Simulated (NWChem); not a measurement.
**One shape, several levels: CH5BFN (SMILES CB(N)F)**

Aim: a comparison of 3 runs (HF/STO-3G, HF/3-21G, B3LYP/6-31G*) of CH5BFN. 

The results are computed with NWChem 7.3.0.

## (1) Starting point

CH5BFN has 9 atoms, charge 0, and is taken as a singlet. SMILES: `CB(N)F`. Geometry: relaxed at PBE0-D4/def2-TZVP.

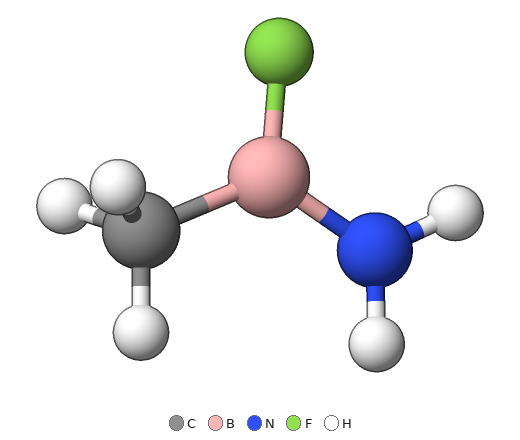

The structure, seen from a chosen angle (carbon grey, boron pink, nitrogen blue, fluorine green, hydrogen white).

## (2) Energy and forces at HF/STO-3G (run 1)

The input, nw.nw:

```
start nw
memory 2200 mb
geometry noautosym nocenter noautoz
  C    -0.428400    0.964700   -0.539000
  B     0.098200   -0.482300   -0.251400
  N     0.546200   -0.928100    0.993800
  F     0.128500   -1.370900   -1.263800
  H     0.176600    1.438400   -1.318100
  H    -0.424000    1.616300    0.336600
  H    -1.450400    0.924300   -0.928000
  H     0.878700   -1.865200    1.143700
  H     0.563100   -0.343500    1.809000
end
basis spherical bse
  * library STO-3G
end
scf
  thresh 1e-08
  maxiter 80
  noprint "final vectors analysis"
end
task scf gradient
```

The run is started by

```bash
$ nwchem nw.nw > nw.out
```

The log of the run:

```text
[...]
  functions       =    25
[...]
  wavefunction    = RHF
[...]
         Total SCF energy =   -216.579514010294
      One-electron energy =   -524.188181665438
      Two-electron energy =    194.498626305457
 Nuclear repulsion energy =    113.110041349687
        Time for solution =      0.9s
[...]
                         RHF ENERGY GRADIENTS
    atom               coordinates                        gradient
                 x          y          z           x          y          z
   1 C      -0.809559   1.823019  -1.018562    0.006900  -0.018885   0.003952
   2 B       0.185571  -0.911415  -0.475077   -0.005978   0.035551   0.021239
   3 N       1.032168  -1.753855   1.878010    0.007470  -0.010116   0.017299
   4 F       0.242830  -2.590625  -2.388236    0.000633  -0.018305  -0.020851
   5 H       0.333726   2.718182  -2.490848    0.003775   0.002634  -0.006477
   6 H      -0.801244   3.054364   0.636082   -0.000061   0.004794   0.005957
   7 H      -2.740859   1.746674  -1.753666   -0.006905  -0.000744  -0.003964
   8 H       1.660502  -3.524717   2.161280   -0.004471   0.010850  -0.004252
   9 H       1.064105  -0.649121   3.418514   -0.001363  -0.005778  -0.012903
[...]
```

It took 1.8 s on 1 thread of Intel Xeon Platinum 8488C (Sapphire Rapids), shared host; peak memory 0.1 GiB.

## (3) Energy and gradient at HF/3-21G (run 2)

The input, ch5bfn.nw:

```
start ch5bfn
title "CH5BFN"
memory total 2200 mb
geometry units bohr noautosym nocenter noautoz
 C  -0.80955867  1.82301879 -1.01856238
 B   0.18557111 -0.91141491 -0.47507715
 N   1.03216841 -1.75385482  1.87800982
 F   0.24282981 -2.59062554 -2.38823588
 H   0.33372563  2.71818206 -2.49084800
 H  -0.80124388  3.05436434  0.63608181
 H  -2.74085877  1.74667386 -1.75366584
 H   1.66050235 -3.52471717  2.16127977
 H   1.06410478 -0.64912092  3.41851456
end
basis spherical bse
 * library 3-21G
end
scf
 thresh 1e-08
 maxiter 80
 noprint "final vectors analysis"
end
task scf gradient
```

The run is started by

```bash
$ nwchem ch5bfn.nw > ch5bfn.out
```

The log of the run:

```text
[...]
  functions       =    46
[...]
  wavefunction    = RHF
[...]
         Total SCF energy =   -218.297053783213
      One-electron energy =   -524.240358215238
      Two-electron energy =    192.833271204479
 Nuclear repulsion energy =    113.110033227546
        Time for solution =      1.1s
[...]
                         RHF ENERGY GRADIENTS
    atom               coordinates                        gradient
                 x          y          z           x          y          z
   1 C      -0.809559   1.823019  -1.018562    0.002778  -0.007833   0.001199
   2 B       0.185571  -0.911415  -0.475077    0.001442  -0.010240  -0.007265
   3 N       1.032168  -1.753855   1.878010   -0.004386   0.002906  -0.014094
   4 F       0.242830  -2.590626  -2.388236   -0.000398   0.013947   0.016222
   5 H       0.333726   2.718182  -2.490848    0.002300   0.000974  -0.002906
   6 H      -0.801244   3.054364   0.636082    0.000068   0.002667   0.003738
   7 H      -2.740859   1.746674  -1.753666   -0.003460  -0.000837  -0.001584
   8 H       1.660502  -3.524717   2.161280    0.001658  -0.004326   0.001202
   9 H       1.064105  -0.649121   3.418515   -0.000002   0.002742   0.003487
[...]
```

Run time: 2.2 s. Hardware: 1 thread of Intel Xeon Platinum 8488C (Sapphire Rapids), shared host; peak memory 0.1 GiB.

## (4) Energy and gradient at B3LYP/6-31G(d) (Cartesian functions) (run 3)

The input, run.py:

```python
from ase import Atoms
from ase.calculators.nwchem import NWChem

atoms = Atoms('CBNFHHHHH', positions=[
    [-0.428400, 0.964700, -0.539000],
    [0.098200, -0.482300, -0.251400],
    [0.546200, -0.928100, 0.993800],
    [0.128500, -1.370900, -1.263800],
    [0.176600, 1.438400, -1.318100],
    [-0.424000, 1.616300, 0.336600],
    [-1.450400, 0.924300, -0.928000],
    [0.878700, -1.865200, 1.143700],
    [0.563100, -0.343500, 1.809000],
])

calc = NWChem(
    label='run',
    theory='dft',
    memory='2200 mb',
    basis='6-31G*',
    dft={'xc': 'b3lyp', 'mult': '1', 'grid': 'xfine', 'convergence': 'energy 1e-08', 'iterations': '100', 'mulliken': None},
)
atoms.calc = calc

forces = atoms.get_forces()
print(f"energy = {atoms.get_potential_energy():.6f} eV")
print("forces (eV/A):")
for s, f in zip(atoms.symbols, forces):
    print(f"{s:2s} {f[0]:10.5f} {f[1]:10.5f} {f[2]:10.5f}")
print("dipole (e A):", atoms.get_dipole_moment().round(4))
```

The run is started by

```bash
$ export ASE_NWCHEM_COMMAND="nwchem PREFIX.nwi > PREFIX.nwo"
$ python run.py
```

The log of the run:

```text
energy = -6004.925289 eV
forces (eV/A):
C    -0.01733    0.06258    0.01373
B    -0.01311   -0.04597   -0.11184
N    -0.00422    0.05338    0.05312
F     0.00314   -0.17334   -0.20960
H     0.05512    0.07487   -0.07852
H    -0.01193    0.10598    0.09081
H    -0.11169    0.02175   -0.03610
H     0.08217   -0.22132    0.04952
H     0.01779    0.12213    0.22893
dipole (e A): [0.0846 0.0668 0.4269]
```

The calculator wrote run.nwi:

```
title "run"

permanent_dir run

scratch_dir run

start run

geometry units angstrom nocenter noautosym noautoz
  C  -4.2840000000000000e-01 9.6470000000000000e-01 -5.3900000000000003e-01
  B  9.8199999999999996e-02 -4.8230000000000001e-01 -2.5140000000000001e-01
  N  5.4620000000000002e-01 -9.2810000000000004e-01 9.9380000000000002e-01
  F  1.2850000000000000e-01 -1.3709000000000000e+00 -1.2638000000000000e+00
  H  1.7660000000000001e-01 1.4383999999999999e+00 -1.3181000000000000e+00
  H  -4.2399999999999999e-01 1.6163000000000001e+00 3.3660000000000001e-01
  H  -1.4503999999999999e+00 9.2430000000000001e-01 -9.2800000000000005e-01
  H  8.7870000000000004e-01 -1.8652000000000000e+00 1.1436999999999999e+00
  H  5.6310000000000004e-01 -3.4350000000000003e-01 1.8089999999999999e+00
end

memory 2200 mb

basis noprint
   * library 6-31G*
end

dft
  xc b3lyp
  mult 1
  grid xfine
  convergence energy 1e-08
  iterations 100
  mulliken
end

task dft gradient
```

run.nwo:

```text
Northwest Computational Chemistry Package (NWChem) 7.3.0
             --------------------------------------------------------

           Job information
           ---------------

    nwchem branch   = 7.3.0
    use scalapack   = T
    input           = run.nwi
    prefix          = run.
    data base       = run/run.db
    status          = startup
    nproc           =        1

           Memory information
           ------------------

[... 5 lines left out ...]
    hardfail = no
[... 108 lines left out ...]
  convergence criterion.
[... 44 lines left out ...]
          Spatial weights used:  Erf1
[... 32 lines left out ...]
 1-e energy   =    -522.228464
[... 45 lines left out ...]
           Coulomb energy =      221.252797366606
[... 559 lines left out ...]
          Convergence on density requested:  1.00D-05
[... 30 lines left out ...]
          total energy or number of iterations.
[... 36 lines left out ...]
                 ----------------------------------------
                 |  Time  |  1-e(secs)   |  2-e(secs)   |
                 ----------------------------------------
                 |  CPU   |       0.00   |       2.58   |
                 ----------------------------------------
                 |  WALL  |       0.00   |       2.58   |
                 ----------------------------------------

 Task  times  cpu:       31.4s     wall:       31.4s
 Total times  cpu:       31.4s     wall:       31.4s
```

It took 32 s on 1 thread of Intel Xeon Platinum 8488C (Sapphire Rapids), shared host; peak memory 0.14 GiB.

## (5) The series

| run | level | Cartesian functions | iteration cap | energy (Eh) | dipole moment (D) | largest force (eV/Å) | wall time |
| --- | --- | --- | --- | --- | --- | --- | --- |
| 1 | HF/STO-3G | no | 80 | -216.579514 | 1.62 | 2.152 | 1.8 s |
| 2 | HF/3-21G | no | 80 | -218.297054 | 2.44 | 1.100 | 2.2 s |
| 3 | B3LYP/6-31G* (Cartesian functions) | yes | 100 | -220.676936 | 2.11 | 0.272 | 32 s |

## (6) What came out

| quantity | value |
| --- | --- |
| run 3: total energy | -220.67694 Eh |
| run 3: dipole moment | 2.11 D |
| run 3: HOMO energy | -7.54 eV |
| run 3: LUMO energy | 1.86 eV |
| run 3: HOMO–LUMO gap | 9.40 eV |
| run 3: largest force on an atom | 0.272 eV/Å |

In words: The dipole moment (its size) runs from 1.62 D (HF/STO-3G) to 2.44 D (HF/3-21G). In run 1 the basis is minimal, so the values are rough. All runs together took 36 s, the longest 32 s.
